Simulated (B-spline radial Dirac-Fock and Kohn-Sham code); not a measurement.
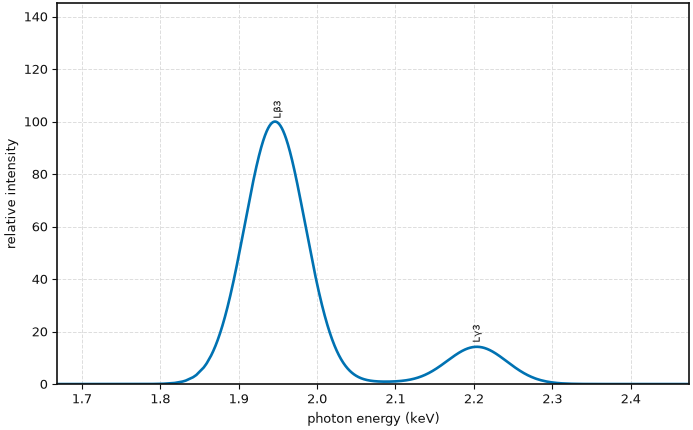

Figure. X-ray emission lines that fill an L1 (2s) hole, broadened by a Gaussian of 90 eV full width, as by a silicon detector. System: the ion Sr²⁺ ([Kr]). The calculation used independent-particle rates on relativistic LDA orbitals of the hole state (multipoles to L = 3), energies from Dirac–Fock ΔSCF (a B-spline radial atomic code). Widths ruled by Coster–Kronig decay come out up to twice the measured ones in this model.

The strongest line is L1-M3 (Lβ3) at 1.9501 keV with 54.9 % of the photons, then L1-M2 (Lβ4) at 1.9395 keV (31 %), L1-N3 (Lγ3) at 2.2042 keV (7.8 %), L1-N2 (Lγ2) at 2.2030 keV (4.4 %), L1-M5 at 2.0896 keV (0.33 %). The hole has a width of 6.33 eV and a fluorescence yield of 0.00392.
